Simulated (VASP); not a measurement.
Here is the system:

```yaml
crystal:
  lattice:
    - [4.89445, 0.00000, 0.00000]
    - [0.00000, 4.89445, 0.00000]
    - [0.00000, 0.00000, 4.89445]
  atoms:
    - { symbol: Dy, position: [0.00000, 0.00000, 0.00000] }
    - { symbol: Ho, position: [0.00000, 0.50000, 0.50000] }
    - { symbol: Ho, position: [0.50000, 0.00000, 0.50000] }
    - { symbol: Ho, position: [0.50000, 0.50000, 0.00000] }
```

These are PBEsol GGA, VASP's PBE PAW potentials (set 64) (plane waves; VASP) values and carry that method's errors. Numerical set-up: 400 eV cut-off, 7×7×7 Γ-centred mesh, tetrahedra with Blöchl corrections, potentials Dy_3 Ho_3.

The 4f electrons are frozen in the core of the lanthanide potential, so 4f levels, which can set the real gap, and their magnetism are missing.

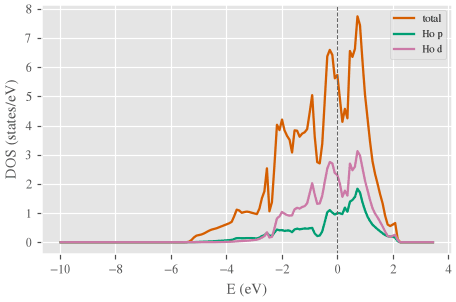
Total and projected density of states, zero at the Fermi level

Within 2 eV below the Fermi level the largest weight inside VASP's projection spheres is Ho d, then Ho p.

It has no gap at this level: it comes out as a metal or semimetal.

The structure comes from a computed database's DyHo3 entry (Pm-3m); how it stands against other phases isn't given here. It was relaxed first, which changed the volume by -6 %.
